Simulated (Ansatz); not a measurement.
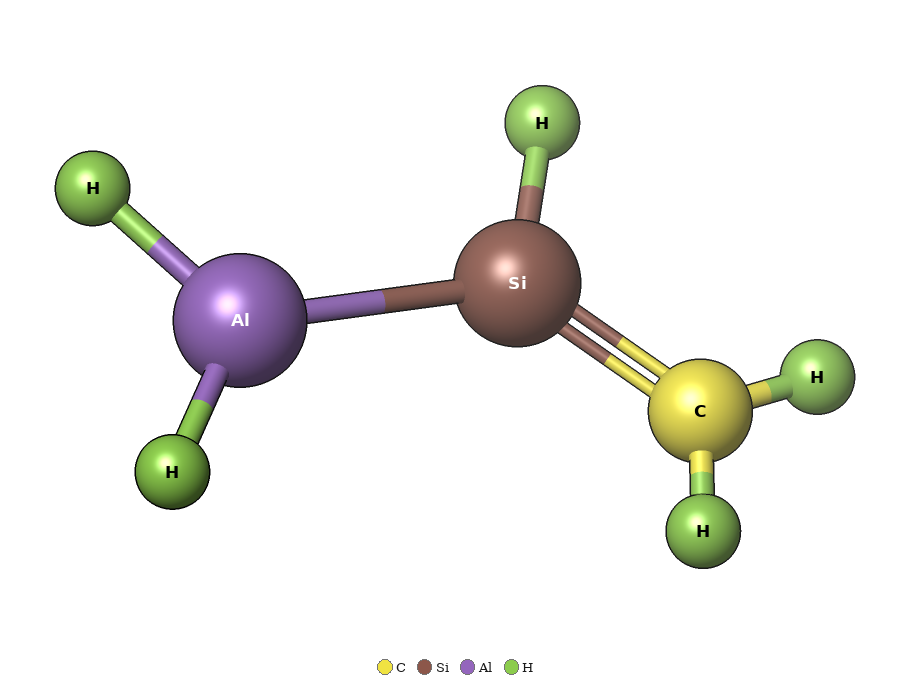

The picture shows the input geometry.

Input file:

```yaml
crystal:
  periodic: [false, false, false]
  atoms:
    - {symbol: C, position_ang: [-1.357560, 0.933950, -0.977420]}
    - {symbol: Si, position_ang: [0.008450, 0.655730, 0.110540]}
    - {symbol: Al, position_ang: [1.169820, -1.349870, 0.755300]}
    - {symbol: H, position_ang: [-1.776360, 1.907720, -1.169140]}
    - {symbol: H, position_ang: [-1.842580, 0.129490, -1.505930]}
    - {symbol: H, position_ang: [0.519500, 1.914680, 0.733730]}
    - {symbol: H, position_ang: [2.382290, -1.373800, 1.760410]}
    - {symbol: H, position_ang: [0.896440, -2.817910, 0.292510]}
basis:
  gaussian: {orbitals: cc-pVDZ}
hamiltonian: {xc: pbe, dispersion: d4}
md: {n_steps: 30, timestep: 0.25, temperature: 700, ensemble: nve, seed: 407, initial_velocities: maxwell_boltzmann}
```

It was started with:

```sh
ansatz run in.yaml --threads 2 --pin off --events-out ev --progress --plain --max-ram 3481MiB
```

Output (its end):

```
mean field -15581.12801148 eV, -572.5958931542 hartree, gradient 1.3e-5 eV, S^2 0.000000; 1 other end points of the search recorded, 0 dependent functions left out
the calculation of the forces begins
reference -15581.12805460 eV, -572.5958947387 hartree; 19, 19 occupied and 56, 56 virtual orbitals, 961 factors
md step    30: t =     7.50 fs  T =   489.3 K  F+E_penalty+E_count = -15581.27775483 eV  E_kin = 0.379502 eV  conserved = -15580.89825257 eV  (27 SCF iters)
Total energy: -15581.27779794 eV, -572.6013977050 hartree
Atom 0 at    -1.324465     0.925354    -0.960955 Å, force    -0.140403    -1.004725    -1.477813 eV/Å
Atom 1 at    -0.010818     0.618152     0.140298 Å, force     0.113251     1.278970     0.217778 eV/Å
Atom 2 at     1.158735    -1.306379     0.726689 Å, force     0.569698    -1.957130     0.679071 eV/Å
Atom 3 at    -1.449473     1.966263    -1.343169 Å, force    -0.395325    -0.442733     0.224077 eV/Å
Atom 4 at    -1.773005     0.054883    -1.576448 Å, force     0.330129     1.315390     0.866887 eV/Å
Atom 5 at     0.620140     1.907716     0.678621 Å, force    -0.161465    -0.207861    -0.079101 eV/Å
Atom 6 at     2.534550    -1.296486     1.638170 Å, force    -0.331091     0.316797    -0.327299 eV/Å
Atom 7 at     0.686320    -2.886891     0.454933 Å, force     0.015206     0.701292    -0.103599 eV/Å
Dipole moment:    -0.031599     0.100450    -0.124257 e Å
```

Self-consistency was reached.
